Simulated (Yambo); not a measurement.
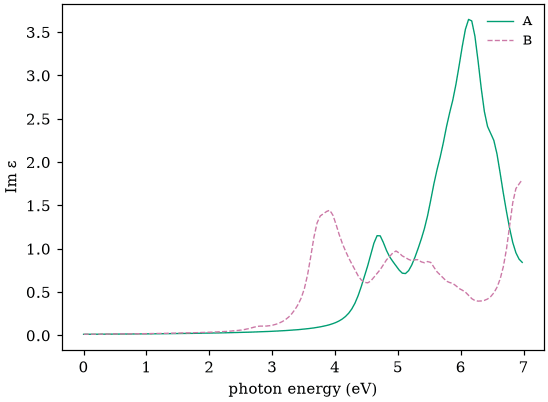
Figure: Two computed absorption spectra of BaNiF6 (space group R-3m, No. 166) (Yambo, LDA bands with the same scissor, field along x)

Axes are Cartesian, with cell vectors (Å) (3.66, 2.11, 2.33), (-3.66, 2.11, 2.33), (0.00, -4.22, 2.33).

**Question.** Which curve includes the electron-hole attraction (BSE), and where are its main peaks?

**Answer.** Curve B: the attraction moves weight to lower energy (centre of the plotted range 5.0 eV against 5.8 eV). Its peaks lie at 3.9 eV, 5.0 eV. Settings: 4×4×4 mesh, 21 valence and 3 conduction bands, static screening with 75 bands and a 3 Ry block, scissor 3.00 eV, Tamm-Dancoff. The scissor comes from a G0W0 run whose convergence isn't established. Broadening 0.15 eV. The band window holds all transitions up to 11.7 eV. Fine structure above the onset can come from the mesh.

Geometry of the Materials Project entry, not relaxed at this level; primitive cell a = b = c = 4.821 Å, α = β = γ = 98.69°.

The structure is a Materials Project entry; no match was found in the copy of COD used, and its stability was not checked.

The runs are not spin-polarised; magnetic order was not tried.
